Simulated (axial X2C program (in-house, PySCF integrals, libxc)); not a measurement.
**RhBr: from the state search to constants, part 1 of 2**

What are the state, bond length, wavenumber and bond energy of RhBr, and what does spin–orbit coupling change?

The runs use an in-house X2C program for linear molecules on PySCF integrals; all-electron X2C, Rh dyall-cv3z, Br dyall-cv3z.

All values are calculated.

### Step 1. Input

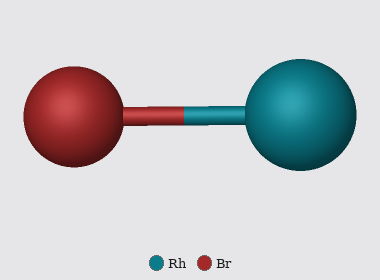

The two atoms at 2.390 Å (rhodium blue, bromine red).

task.json

```json
{"zs": [45, 35], "q": 0, "bas": ["dyall-cv3z", "dyall-cv3z"], "levels": ["PBE0", "HF", "PBE50", "PBE", "B3LYP"], "cc": true, "r0": 2.39, "thr": -2.0, "nmax": 140}
```

Keys: zs atomic numbers; q charge; bas basis sets; levels methods (HF also brings MP2); cc coupled cluster on or off; r0 starting distance in Å; thr threshold in hartree for freezing inner shells (an s shell follows its p shell); nmax most natural virtual spinors.

Launch:

```bash
$ python so2c.py task.json out
```

Spin-free means the one-electron spin-free X2C Hamiltonian; two-component (2c) means X2C with spin–orbit coupling and atomic mean-field two-electron Coulomb and Gaunt terms. Basis: Rh dyall-cv3z contracted to [12s12p8d5f3g], Br dyall-cv3z contracted to [8s9p6d4f1g]; Gaussian nuclei, density fitting. Masses: Rh 102.906 u, Br 78.918 u.

Notation: σ, π±, δ± give the projection m of an orbital's angular momentum (0, ±1, ±2), α and β its spin, Λ and M_S the sums; ω is the projection of a spinor's total angular momentum and Ω the sum. Logs are in hartree.

The results follow Hamiltonian by Hamiltonian and level by level.

### Step 2. State search with PBE0

Determinants are compared with PBE0 at 2.390 Å.

Spin-free determinants:

```csv
ΔE (eV),state,open shells
0.00,"M_S = 1, Λ = 2","beyond closed shells: σα, δ+α, δ+β, δ-α"
0.21,"M_S = 1, Λ = 1","beyond closed shells: σα, π+α, π+β, π-α"
0.29,"M_S = 1, Λ = 3","beyond closed shells: π+α, π+β, π-α, δ+α, δ+β, δ-α"
0.42,"M_S = 1, Λ = 1","beyond closed shells: π+α, π-α, π-β, δ+α, δ+β, δ-α"
0.44,"M_S = 0, Λ = 1","beyond closed shells: σβ, π+α, π+β, π-α"
0.59,"M_S = 0, Λ = 2","beyond closed shells: σβ, δ+α, δ+β, δ-α"
0.75,"M_S = 0, Λ = 3","beyond closed shells: π+α, π+β, π-β, δ+α, δ+β, δ-α"
```

Two-component determinants:

```tsv
ΔE (eV)	state	open shells
0.00	Ω = 3	excess of +ω over −ω: ω = 1/2, ω = 5/2
0.21	Ω = 4	excess of +ω over −ω: ω = 3/2, ω = 5/2
0.23	Ω = 1	excess of +ω over −ω: ω = -1/2, ω = 3/2
0.25	Ω = 2	excess of +ω over −ω: ω = 1/2, ω = 3/2
0.49	Ω = 2	excess of +ω over −ω: ω = -1/2, ω = 5/2
0.64	Ω = 1	excess of +ω over −ω: ω = -3/2, ω = 5/2
0.67	Ω = 1	excess of +ω over −ω: 2 × ω = 1/2
```

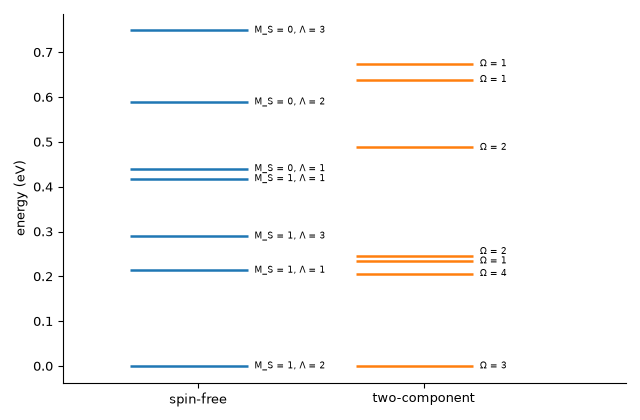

The determinants found, each set from its own lowest.

### Step 3. PBE0, spin-free

State followed: M_S = 1, Λ = 2 (beyond closed shells: σα, δ+α, δ+β, δ-α). The scan is laid around 2.395 Å, a first estimate of the minimum, and this SCF restarts from the orbitals of the search.

The SCF at the reference distance of 2.395 Å:

```text
spin-free X2C-1e  PBE0
basis functions 252  fitting functions 1247  grid points 5802
iter        total energy     max residual
   1      -7389.438625004     9.54e-01
   2      -7389.465214451     1.10e-03
   3      -7389.465217152     2.40e-04
   4      -7389.465217249     2.97e-04
   5      -7389.465219325     3.32e-05
   6      -7389.465219369     1.40e-05
   7      -7389.465219372     2.84e-06
   8      -7389.465219373     1.16e-06
converged
one-electron -10916.15913716  Coulomb 3411.12803515  exact exchange -57.18683676  xc functional -175.24482014  nuclear repulsion 347.99753954
```

Along the bond, energies from the lowest point:

```
R (Å)  E (eV)  μ (D)  HOMO (eV)  LUMO (eV)  iterations
2.084  0.7955  -3.79      -6.22      -3.40          13
2.179  0.3165  -4.13      -6.33      -3.36          12
2.251  0.1192  -4.39      -6.41      -3.36          12
2.323  0.0222  -4.65      -6.49      -3.39          11
2.395  0.0000  -4.92      -6.56      -3.43           8
2.479  0.0428  -5.23      -6.64      -3.49          11
2.563  0.1379  -5.55      -6.70      -3.56          11
2.670  0.3096  -5.96      -6.75      -3.67          11
2.802  0.5626  -6.46      -6.75      -3.81          12
2.994  0.9608  -7.16      -6.69      -4.02          13
3.257  1.4912  -8.05      -6.55      -4.29          14
3.592  2.0544  -8.44      -6.51      -4.49          17
```

Dipoles are positive if Br is the positive end.

Outer orbitals at the reference distance:

| symmetry | occupied | ε (eV) | atomic character |
| --- | --- | --- | --- |
| σα | yes | -20.73 | 79% Br s, 7% Rh p, 7% Rh d |
| σβ | yes | -20.71 | 79% Br s, 7% Rh p, 7% Rh d |
| σα | yes | -10.03 | 58% Rh d, 36% Br p, 2% Br s |
| σβ | yes | -9.04 | 70% Br p, 17% Rh d, 7% Rh s |
| π-α | yes | -8.93 | 74% Rh d, 24% Br p |
| π+α | yes | -8.93 | 74% Rh d, 24% Br p |
| δ-α | yes | -8.85 | 100% Rh d |
| δ+α | yes | -8.85 | 100% Rh d |
| π+β | yes | -8.52 | 60% Rh d, 38% Br p |
| π-β | yes | -8.43 | 56% Rh d, 41% Br p |
| σα | yes | -7.48 | 40% Br p, 33% Rh d, 25% Rh s |
| δ+β | yes | -7.28 | 100% Rh d |
| π-α | yes | -6.88 | 65% Br p, 28% Rh d, 4% Rh p |
| π+α | yes | -6.88 | 65% Br p, 28% Rh d, 4% Rh p |
| π+β | yes | -6.63 | 53% Br p, 41% Rh d, 4% Rh p |
| π-β | yes | -6.56 | 49% Br p, 45% Rh d, 3% Rh p |
| δ-β | no | -3.43 | 100% Rh d |
| σβ | no | -3.31 | 56% Rh d, 38% Rh s, 6% Br p |
| σα | no | -2.89 | 58% Rh s, 26% Rh p, 10% Br p |
| σβ | no | -2.37 | 38% Rh s, 30% Rh p, 19% Rh d |

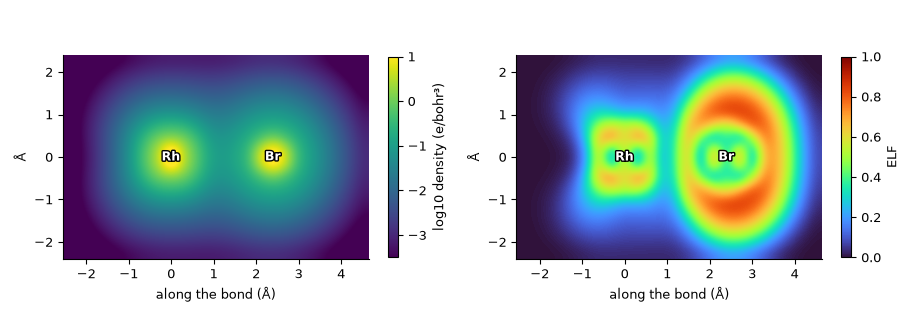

PBE0 fields in a plane through the axis, from a grid of 0.3 Å; Rh lies at z = 0 and Br at z = 2.395 Å; the ELF is damped to zero where the density is low.

Re = 2.384 Å, ωe = 260.2 cm⁻¹, ωexe = 0.679 cm⁻¹, Be = 0.06638 cm⁻¹, De = 3.22 eV, μ = -4.88 D.

### Step 4. HF, spin-free

The SCF at the reference distance of 2.395 Å:

```text
spin-free X2C-1e  HF
basis functions 252  fitting functions 1247  grid points 5802
iter        total energy     max residual
   1      -7385.780909523     3.78e-01
   2      -7385.819891622     8.00e-03
   3      -7385.822761049     4.92e-03
   4      -7385.823455585     2.47e-03
   5      -7385.823836595     1.41e-03
   6      -7385.823985671     8.68e-04
   7      -7385.824015976     4.98e-04
   8      -7385.824024916     2.12e-04
   9      -7385.824026266     8.20e-05
  10      -7385.824026544     2.26e-05
  11      -7385.824026581     9.21e-06
  12      -7385.824026588     4.55e-06
  13      -7385.824026590     1.15e-06
converged
one-electron -10916.69993503  Coulomb 3411.82576485  exact exchange -228.94739596  xc functional 0.00000000  nuclear repulsion 347.99753954
```

Re = 2.512 Å, ωe = 227.0 cm⁻¹, ωexe = 0.573 cm⁻¹, Be = 0.05982 cm⁻¹, De = 2.13 eV, μ = -7.14 D.

### Step 5. PBE50, spin-free

Output at 2.395 Å:

```text
spin-free X2C-1e  PBE50
basis functions 252  fitting functions 1247  grid points 5802
iter        total energy     max residual
   1      -7389.584617901     1.27e-01
   2      -7389.590195374     3.15e-03
   3      -7389.590468444     3.70e-03
   4      -7389.590683544     7.74e-04
   5      -7389.590720056     3.96e-04
   6      -7389.590730978     2.23e-04
   7      -7389.590735043     9.01e-05
   8      -7389.590735514     3.21e-05
   9      -7389.590735556     7.83e-06
  10      -7389.590735560     2.12e-06
  11      -7389.590735560     1.08e-06
converged
one-electron -10917.18918028  Coulomb 3412.23609249  exact exchange -114.42580036  xc functional -118.20938695  nuclear repulsion 347.99753954
```

Re = 2.397 Å, ωe = 258.7 cm⁻¹, ωexe = 0.641 cm⁻¹, Be = 0.06566 cm⁻¹, De = 3.15 eV, μ = -5.68 D.

### Step 6. PBE, spin-free

The SCF at the reference distance of 2.395 Å:

```text
spin-free X2C-1e  PBE
basis functions 252  fitting functions 1247  grid points 5802
iter        total energy     max residual
   1      -7389.345820845     1.27e-01
   2      -7389.350118664     6.29e-03
   3      -7389.344107591     1.37e-02
   4      -7389.351876646     4.76e-03
   5      -7389.352245203     4.58e-04
   6      -7389.352251261     2.88e-04
   7      -7389.352255203     5.54e-05
   8      -7389.352255304     2.17e-05
   9      -7389.352255315     9.39e-06
  10      -7389.352255317     2.37e-06
converged
one-electron -10915.09739742  Coulomb 3409.99957220  exact exchange 0.00000000  xc functional -232.25196964  nuclear repulsion 347.99753954
```

Re = 2.377 Å, ωe = 260.0 cm⁻¹, ωexe = 0.746 cm⁻¹, Be = 0.06682 cm⁻¹, De = 3.37 eV, μ = -4.00 D.

### Step 7. B3LYP, spin-free

The SCF at the reference distance of 2.395 Å:

```text
spin-free X2C-1e  B3LYP
basis functions 252  fitting functions 1247  grid points 5802
iter        total energy     max residual
   1      -7390.187326467     5.20e-02
   2      -7390.189381183     2.70e-03
   3      -7390.189172825     4.24e-03
   4      -7390.189566586     4.79e-04
   5      -7390.189570212     4.55e-04
   6      -7390.189575854     7.14e-05
   7      -7390.189576118     2.35e-05
   8      -7390.189576165     2.32e-05
   9      -7390.189576184     2.89e-06
  10      -7390.189576184     1.71e-06
converged
one-electron -10915.76494119  Coulomb 3410.70971541  exact exchange -45.74110247  xc functional -187.39078747  nuclear repulsion 347.99753954
```

Re = 2.410 Å, ωe = 250.4 cm⁻¹, ωexe = 0.677 cm⁻¹, Be = 0.06497 cm⁻¹, De = 3.07 eV, μ = -4.68 D.

### Step 8. Correlated methods, spin-free

Correlated methods: 16 electrons correlated (frozen shells, counted by type: Rh 4 s, 3 p, 1 d; Br 3 s, 2 p, 1 d), 294 virtual spinors in MP2, 140 natural virtuals in coupled cluster.

Output of the correlated part at 2.395 Å:

```text
correlated 16  virtual 294  natural virtual 140  E(MP2) -0.439102932  MP2 remainder -0.011163044
iter   CCSD correlation   residual
   1     -0.423316965   1.12e-01
   2     -0.430534197   4.60e-02
   3     -0.432877268   2.45e-02
   4     -0.433251800   1.30e-02
   5     -0.433512232   6.71e-03
   6     -0.433625457   2.83e-03
   7     -0.433638407   1.10e-03
   8     -0.433647110   3.81e-04
   9     -0.433643013   1.59e-04
  10     -0.433642914   5.89e-05
  11     -0.433642254   2.43e-05
  12     -0.433642363   1.15e-05
  13     -0.433642279   5.88e-06
  14     -0.433642215   3.25e-06
  15     -0.433642182   1.65e-06
  16     -0.433642155   9.46e-07
  17     -0.433642142   5.16e-07
(T) -0.018971910  T1 0.0330  D1 0.1031  max T2 0.042
```

T1 in the output is the amplitude norm over the root of the electron number; divide by √2 for the Lee–Taylor value.

MP2: Re = 2.379 Å, ωe = 263.5 cm⁻¹, Be = 0.06669 cm⁻¹, De = 3.16 eV.

CCSD: Re = 2.410 Å, ωe = 255.2 cm⁻¹, ωexe = 0.608 cm⁻¹, Be = 0.06498 cm⁻¹, De = 3.00 eV. T1 at Re = 0.023 (Lee–Taylor, the printed value over √2).

CCSD(T): Re = 2.400 Å, ωe = 258.0 cm⁻¹, ωexe = 0.62 cm⁻¹, Be = 0.06554 cm⁻¹, De = 3.09 eV. T1 at Re = 0.023 (Lee–Taylor, the printed value over √2).

### Step 9. A higher determinant, spin-free

State: M_S = 1, Λ = 1 (beyond closed shells: σα, π+α, π+β, π-α).

Output at the reference distance:

```text
spin-free X2C-1e  PBE0
basis functions 252  fitting functions 1247  grid points 5802
iter        total energy     max residual
   1      -7389.430846181     9.55e-01
   2      -7389.457292180     1.07e-03
   3      -7389.457291027     4.32e-04
   4      -7389.457294113     3.86e-04
   5      -7389.457297627     5.96e-05
   6      -7389.457297753     1.69e-05
   7      -7389.457297759     2.35e-06
   8      -7389.457297760     1.24e-06
converged
one-electron -10916.68493902  Coulomb 3411.65733135  exact exchange -57.17974446  xc functional -175.24748517  nuclear repulsion 347.99753954
```

```
R (Å)  E above the lowest PBE0 point (eV)
2.084                               0.779
2.179                               0.399
2.251                               0.257
2.323                               0.203
2.395                               0.216
2.479                               0.290
2.563                               0.409
2.670                               0.605
2.802                               0.880
```

Re = 2.343 Å, ωe = 265.6 cm⁻¹, ωexe = 0.651 cm⁻¹, Be = 0.06875 cm⁻¹, μ = -4.28 D. Te = 0.20 eV.

State: M_S = 1, Λ = 3 (beyond closed shells: π+α, π+β, π-α, δ+α, δ+β, δ-α).

Output at the reference distance:

```text
spin-free X2C-1e  PBE0
basis functions 252  fitting functions 1247  grid points 5802
iter        total energy     max residual
   1      -7389.427777871     9.56e-01
   2      -7389.454520592     1.10e-03
   3      -7389.454521873     3.45e-04
   4      -7389.454522438     3.60e-04
   5      -7389.454525815     5.16e-05
   6      -7389.454525914     1.75e-05
   7      -7389.454525922     4.50e-06
   8      -7389.454525925     3.02e-06
   9      -7389.454525926     1.02e-06
converged
one-electron -10915.35666581  Coulomb 3410.28999833  exact exchange -57.17477173  xc functional -175.21062626  nuclear repulsion 347.99753954
```

```
R (Å)  E above the lowest PBE0 point (eV)
2.084                               0.910
2.179                               0.510
2.251                               0.356
2.323                               0.291
2.395                               0.291
2.479                               0.351
2.563                               0.455
2.670                               0.630
2.802                               0.880
```

Re = 2.358 Å, ωe = 256.6 cm⁻¹, ωexe = 0.69 cm⁻¹, Be = 0.06789 cm⁻¹, μ = -4.48 D. Te = 0.28 eV.

### Step 10. The spin-free curves together

Energy (eV) of the followed determinant, spin-free, from each level's lowest point:

```
R (Å)   PBE0     HF    MP2   CCSD  CCSD(T)  PBE50    PBE  B3LYP
2.084  0.795  1.420  0.766    n/a      n/a  0.863  0.753  0.903
2.179  0.317  0.737  0.301  0.394    0.365  0.359  0.290  0.386
2.251  0.119  0.406  0.110  0.167    0.149  0.145  0.104  0.163
2.323  0.022  0.189  0.018  0.044    0.036  0.034  0.015  0.043
2.395  0.000  0.063  0.000  0.000    0.000  0.000  0.000  0.000
2.479  0.043  0.000  0.048  0.022    0.031  0.033  0.048  0.021
2.563  0.138  0.005  0.150  0.101    0.117  0.120  0.146  0.096
2.670  0.310  0.082  0.332  0.258    0.282  0.287  0.317  0.245
2.802  0.563  0.245  0.601    n/a      n/a  0.538  0.563  0.473
2.994  0.961  0.550  1.029    n/a      n/a  0.941  0.943  0.840
3.257  1.491  1.007  1.611    n/a      n/a  1.487  1.434  1.336
3.592  2.054  1.554  2.268    n/a      n/a  2.085  1.945  1.874
```

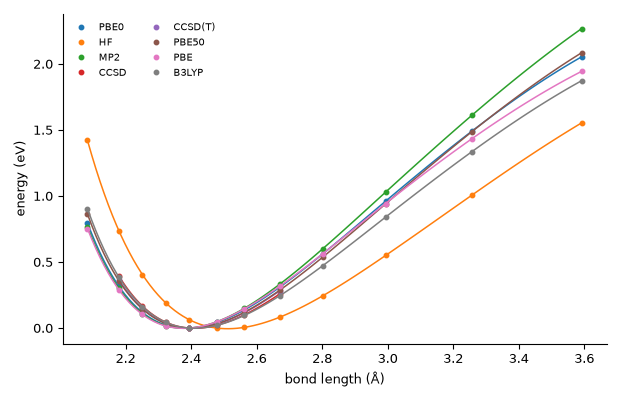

Curves of the followed state, spin-free, each from its own lowest point.

### Step 11. PBE0, 2c

State followed: Ω = 3 (excess of +ω over −ω: ω = 1/2, ω = 5/2). The scan is laid around 2.395 Å, a first estimate of the minimum, and this SCF restarts from the orbitals of the search.

Output at 2.395 Å:

```text
two-component X2C + atomic mean field  PBE0
basis functions 252  fitting functions 1247  grid points 5802
iter        total energy     max residual
   1      -7386.579881918     9.54e-01
   2      -7386.606566841     1.10e-03
   3      -7386.606569851     2.13e-04
   4      -7386.606569694     2.73e-04
   5      -7386.606571579     3.65e-05
   6      -7386.606571618     1.40e-05
   7      -7386.606571622     2.77e-06
   8      -7386.606571622     1.15e-06
converged
one-electron -10908.47319443  Coulomb 3409.59963666  exact exchange -57.15731128  xc functional -175.15665415  nuclear repulsion 347.99753954  atomic mean-field constant -3.41658798
```

Along the bond, energies from the lowest point:

```
R (Å)  E (eV)  μ (D)  HOMO (eV)  LUMO (eV)  iterations
2.084  0.8023  -3.79      -6.10      -3.39          15
2.179  0.3210  -4.13      -6.21      -3.33          12
2.251  0.1222  -4.39      -6.29      -3.30          12
2.323  0.0236  -4.65      -6.36      -3.29          11
2.395  0.0000  -4.91      -6.43      -3.30           8
2.479  0.0412  -5.22      -6.50      -3.36          11
2.563  0.1348  -5.54      -6.56      -3.43          11
2.670  0.3046  -5.94      -6.60      -3.53          11
2.802  0.5554  -6.43      -6.61      -3.67          12
2.994  0.9503  -7.12      -6.54      -3.88          13
3.257  1.4752  -7.95      -6.42      -4.14          14
3.592  2.0252  -8.17      -6.44      -4.46          18
```

Dipoles are positive if Br is the positive end.

Outer spinors at the reference distance:

| ω | occupied | ε (eV) | atomic character | λ mixture |
| --- | --- | --- | --- | --- |
| 1/2 | yes | -20.73 | 79% Br s, 7% Rh p, 7% Rh d | 100% σ |
| -1/2 | yes | -20.72 | 79% Br s, 7% Rh p, 7% Rh d | 100% σ |
| 1/2 | yes | -10.04 | 58% Rh d, 37% Br p, 2% Br s | 100% σ |
| -1/2 | yes | -9.07 | 63% Br p, 26% Rh d, 6% Rh s | 91% σ, 9% π |
| -1/2 | yes | -9.03 | 64% Rh d, 33% Br p | 92% π, 8% σ |
| -3/2 | yes | -9.02 | 99% Rh d | 97% δ, 3% π |
| 3/2 | yes | -8.85 | 76% Rh d, 23% Br p | 99% π, 1% δ |
| 5/2 | yes | -8.69 | 100% Rh d | 100% δ |
| 1/2 | yes | -8.65 | 58% Rh d, 40% Br p | 98% π, 2% σ |
| -3/2 | yes | -8.32 | 59% Rh d, 39% Br p | 98% π, 2% δ |
| 1/2 | yes | -7.45 | 39% Br p, 34% Rh d, 24% Rh s | 98% σ, 2% π |
| 3/2 | yes | -7.44 | 97% Rh d, 2% Br p | 97% δ, 3% π |
| -1/2 | yes | -7.00 | 64% Br p, 28% Rh d, 4% Rh p | 98% π, 2% σ |
| 1/2 | yes | -6.76 | 51% Br p, 43% Rh d, 3% Rh p | 99% π, 1% σ |
| 3/2 | yes | -6.72 | 64% Br p, 28% Rh d, 4% Rh p | 98% π, 2% δ |
| -3/2 | yes | -6.43 | 51% Br p, 43% Rh d, 4% Rh p | 100% π |
| -1/2 | no | -3.30 | 56% Rh d, 38% Rh s, 5% Br p | 99% σ, 1% π |
| -5/2 | no | -3.30 | 100% Rh d | 100% δ |
| 1/2 | no | -2.89 | 57% Rh s, 26% Rh p, 10% Br p | 100% σ |
| -1/2 | no | -2.37 | 38% Rh s, 30% Rh p, 19% Rh d | 100% σ |

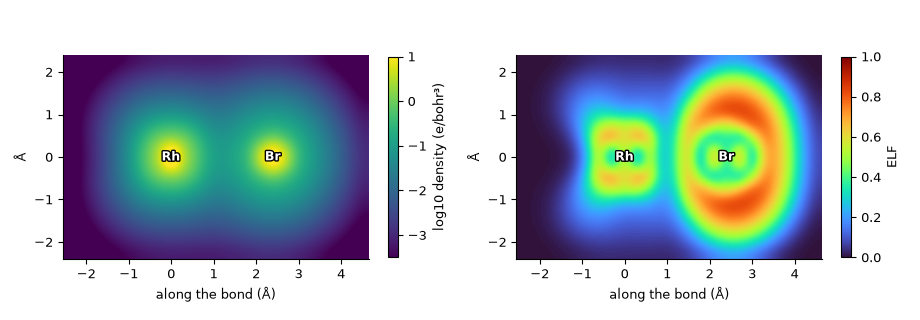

PBE0 fields in a plane through the axis, from a grid of 0.3 Å; Rh lies at z = 0 and Br at z = 2.395 Å; the ELF is damped to zero where the density is low.

Re = 2.386 Å, ωe = 259.4 cm⁻¹, ωexe = 0.68 cm⁻¹, Be = 0.06629 cm⁻¹, De = 3.11 eV, μ = -4.88 D.

### Step 12. HF, 2c

Output at 2.395 Å:

```text
two-component X2C + atomic mean field  HF
basis functions 252  fitting functions 1247  grid points 5802
iter        total energy     max residual
   1      -7382.921851305     3.78e-01
   2      -7382.960846786     7.90e-03
   3      -7382.963697429     4.82e-03
   4      -7382.964385855     2.41e-03
   5      -7382.964763016     1.38e-03
   6      -7382.964914401     8.61e-04
   7      -7382.964947961     4.93e-04
   8      -7382.964960490     2.95e-04
   9      -7382.964964238     2.61e-04
  10      -7382.964966899     2.20e-04
  11      -7382.964969309     1.69e-04
  12      -7382.964971586     9.92e-05
  13      -7382.964972572     4.02e-05
  14      -7382.964972762     1.55e-05
  15      -7382.964972789     9.85e-06
  16      -7382.964972797     5.44e-06
  17      -7382.964972798     2.90e-06
converged
one-electron -10909.01838008  Coulomb 3410.30119514  exact exchange -228.82873942  xc functional 0.00000000  nuclear repulsion 347.99753954  atomic mean-field constant -3.41658798
```

Re = 2.513 Å, ωe = 226.4 cm⁻¹, ωexe = 0.572 cm⁻¹, Be = 0.05974 cm⁻¹, De = 1.97 eV, μ = -7.14 D.

### Step 13. PBE50, 2c

The SCF at the reference distance of 2.395 Å:

```text
two-component X2C + atomic mean field  PBE50
basis functions 252  fitting functions 1247  grid points 5802
iter        total energy     max residual
   1      -7386.725801592     1.27e-01
   2      -7386.731383192     3.16e-03
   3      -7386.731655378     3.70e-03
   4      -7386.731871384     7.59e-04
   5      -7386.731908256     3.91e-04
   6      -7386.731919655     2.19e-04
   7      -7386.731924274     8.99e-05
   8      -7386.731925105     7.27e-05
   9      -7386.731925389     5.93e-05
  10      -7386.731925571     4.55e-05
  11      -7386.731925751     2.33e-05
  12      -7386.731925804     9.35e-06
  13      -7386.731925815     2.39e-06
  14      -7386.731925816     1.57e-06
converged
one-electron -10909.50493637  Coulomb 3410.70917998  exact exchange -114.36664539  xc functional -118.15047560  nuclear repulsion 347.99753954  atomic mean-field constant -3.41658798
```

No constants are quoted: the solution changes its character somewhere along the scan, so the fit is set aside.

### Step 14. PBE, 2c

The SCF at the reference distance of 2.395 Å:

```text
two-component X2C + atomic mean field  PBE
basis functions 252  fitting functions 1247  grid points 5802
iter        total energy     max residual
   1      -7386.487341652     1.27e-01
   2      -7386.491632324     6.28e-03
   3      -7386.485570812     1.36e-02
   4      -7386.493404227     4.75e-03
   5      -7386.493772008     4.64e-04
   6      -7386.493778367     2.88e-04
   7      -7386.493782345     5.44e-05
   8      -7386.493782445     2.15e-05
   9      -7386.493782456     9.35e-06
  10      -7386.493782458     2.40e-06
converged
one-electron -10907.41113350  Coulomb 3408.47106420  exact exchange 0.00000000  xc functional -232.13466471  nuclear repulsion 347.99753954  atomic mean-field constant -3.41658798
```

Re = 2.378 Å, ωe = 259.0 cm⁻¹, ωexe = 0.749 cm⁻¹, Be = 0.06672 cm⁻¹, De = 3.26 eV, μ = -4.00 D.

### Step 15. B3LYP, 2c

Output at 2.395 Å:

```text
two-component X2C + atomic mean field  B3LYP
basis functions 252  fitting functions 1247  grid points 5802
iter        total energy     max residual
   1      -7387.328577947     5.20e-02
   2      -7387.330636044     2.70e-03
   3      -7387.330427903     4.25e-03
   4      -7387.330823786     4.78e-04
   5      -7387.330827614     4.50e-04
   6      -7387.330833335     7.23e-05
   7      -7387.330833750     3.67e-05
   8      -7387.330833881     2.61e-05
   9      -7387.330833970     1.37e-05
  10      -7387.330833989     7.81e-06
  11      -7387.330833997     3.61e-06
  12      -7387.330833999     4.71e-07
  13      -7387.330833999     1.27e-07
converged
one-electron -10908.07467467  Coulomb 3409.17676902  exact exchange -45.71744043  xc functional -187.29643948  nuclear repulsion 347.99753954  atomic mean-field constant -3.41658798
```

Re = 2.412 Å, ωe = 249.5 cm⁻¹, ωexe = 0.679 cm⁻¹, Be = 0.06486 cm⁻¹, De = 2.92 eV, μ = -4.68 D.

(Continued in part 2 of 2.)
